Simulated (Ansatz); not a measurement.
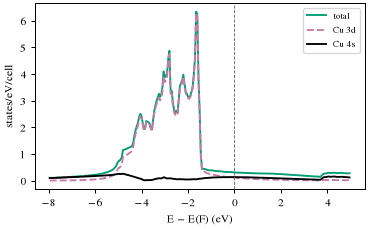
*Total and projected density of states of Cu (fcc (Cu type), Fm-3m), plane-wave PAW PBE (Ansatz code)*

Question: Which orbitals carry the states next to the Fermi level?

Answer: Within 0.5 eV of the Fermi level: Cu 4s 42 %, Cu 3d 36 %, outside the projected shells 22 %. Projections are on Löwdin-orthogonalised atomic valence shells; empty p or d shells of many metals are not among them.

Question: Where is the tallest occupied peak in this window, and what makes it?

Answer: Near -1.6 eV, about 6.3 states/eV per cell; the largest projected share is Cu 3d.

Symmetry was held in the PBE relaxation. No spin polarisation was allowed.

Potentials: the later of the program's two PAW sets.
